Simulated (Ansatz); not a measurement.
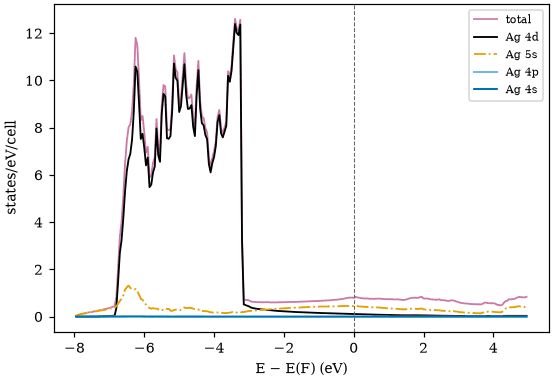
Figure. Total and projected density of states of Ag (9R (Sm type), R-3m), plane-wave PAW r²SCAN+D4 (Ansatz code)

Q: Which orbitals carry the states next to the Fermi level?

A: Within 0.5 eV of the Fermi level: Ag 5s 56 %, Ag 4d 15 %, outside the projected shells 28 %. Projections are on Löwdin-orthogonalised atomic valence shells; empty p or d shells of many metals are not among them.

Q: Where is the tallest occupied peak in this window, and what makes it?

A: Near -3.4 eV, about 13 states/eV per cell; the largest projected share is Ag 4d.

The first step of the workflow began from a Materials Project structure, measured or hypothetical; the Crystallography Open Database copy checked does not list it. It is not the phase usual at ambient conditions (space group No. 225). The cell was relaxed with r²SCAN+D4 under the symmetry of its start; whether a distortion lowers the energy is not shown. No spin polarisation was allowed. The pairwise dispersion correction was not fitted to metals. Spin–orbit coupling is left out wherever it is not named.

Potentials: the later of the program's two PAW sets.
